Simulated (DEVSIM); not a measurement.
Device: illuminated GaAs p-on-n cell, one wavelength, at 400 K.

```csv
layer (left to right),material,thickness (μm),Nd (cm⁻³),Na (cm⁻³),τn (s),τp (s),absorption coefficient (cm⁻¹)
1,GaAs,0.240,-,1.6e18,5.9e-9,7.2e-9,19000
2,GaAs,1.40,4e16,-,6.5e-8,6.5e-8,19000
```

Left contact: ohmic, minority electron recombination velocity 2e5 cm/s. Right contact: ohmic, minority hole recombination velocity 3e5 cm/s. Voltage is applied to the left contact. Recombination: SRH at mid-gap, radiative, Auger. Light enters at the left, 7.3e17 photons cm⁻² s⁻¹, one pass, no reflection. Mobility is constant in doping.

This is a model device: material constants are rounded textbook-type values typed into the input, and sizes, dopings and lifetimes were drawn at random. Values at 300 K; Nc and Nv go as T^1.5, mobilities as T to minus their exponent, the gap by Varshni's rule with the affinity fixed.

```tsv
parameter	GaAs
gap (eV)	1.424
affinity (eV)	4.07
permittivity	12.9
Nc (cm⁻³)	4.7e17
Nv (cm⁻³)	9e18
μn (cm²/Vs)	8500
μp (cm²/Vs)	400
T exponent of μn	2.1
T exponent of μp	2.2
B (cm³/s)	2e-10
Cn (cm⁶/s)	1e-30
Cp (cm⁶/s)	1e-30
Varshni α (eV/K)	0.000541
Varshni β (K)	204
```

DEVSIM, 1D drift-diffusion, Boltzmann statistics, complete ionisation; no tunnelling, impact ionisation, image-force lowering or self-heating.

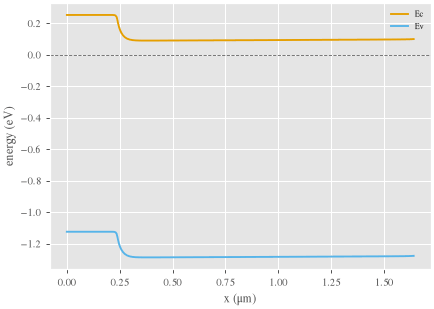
Figure: Band edges at 1.05 V on the left contact, in the dark

Energies count from the Fermi level of the right contact; mesh points crowd at the junctions.

```
x (μm)   Ec (eV)  Ev (eV)  n (cm⁻³)  p (cm⁻³)  field (V/cm)
-------  -------  -------  --------  --------  ------------
0.000      0.253   -1.124    4.6e14    1.6e18            24
0.01443    0.253   -1.124    4.6e14    1.6e18           ≈ 0
0.03574    0.253   -1.124    4.6e14    1.6e18           ≈ 0
0.06409    0.253   -1.124    4.6e14    1.6e18           ≈ 0
0.1248     0.253   -1.124    4.6e14    1.6e18           ≈ 0
0.1717     0.253   -1.124    4.7e14    1.6e18           ≈ 0
0.2035     0.253   -1.124    4.7e14    1.6e18           ≈ 0
0.2306     0.249   -1.128    5.3e14    1.4e18        -10000
0.2420     0.201   -1.176    2.1e15    3.6e17        -64000
0.2583     0.138   -1.239    1.3e16    5.7e16        -24000
0.2844     0.103   -1.274    3.7e16    2.0e16         -6700
0.3453     0.090   -1.287    5.2e16    1.4e16          -250
0.4240     0.090   -1.287    5.3e16    1.3e16            48
0.5502     0.091   -1.286    5.2e16    1.2e16            55
0.8201     0.092   -1.285    4.9e16    9.5e15            59
1.115      0.094   -1.283    4.7e16    7.0e15            64
1.322      0.096   -1.282    4.5e16    5.2e15            68
1.451      0.097   -1.281    4.4e16    4.0e15            72
1.551      0.097   -1.280    4.3e16    3.1e15            92
1.591      0.098   -1.280    4.2e16    2.7e15           180
1.619      0.099   -1.279    4.2e16    2.5e15           410
1.640      0.100   -1.278    4.0e16    2.4e15           870
```
